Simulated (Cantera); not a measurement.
Charge: 1 mol Si, 2.6 mol Br2, 36 mol H2, 17 mol HBr, equilibrated at 0.100 bar.

Cantera equilibrium calculation (NASA polynomials, part measured and part estimated; ideal gas, pure solids and liquids). Candidate condensed phases: Br2, Si; 19 gas species. The tables' values for SiBr3 are old estimates; treat these amounts as uncertain. Equilibrium is a limit: real reactors are often held back by kinetics, nucleation or transport.

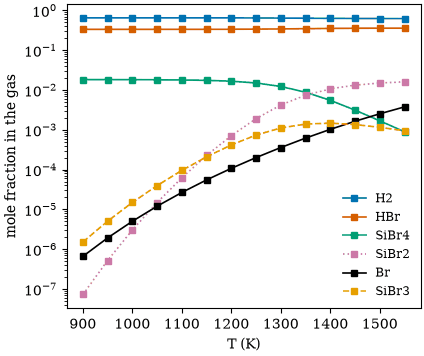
*Equilibrium gas composition (values under 1e-9 drawn at 1e-9)*

Task: Read off the mole fractions at 1100 K.

Result: H2 about 0.65, HBr about 0.33, SiBr4 about 0.018, SiBr3 about 9.5e-5, SiBr2 about 6.2e-5, Br about 2.7e-5.
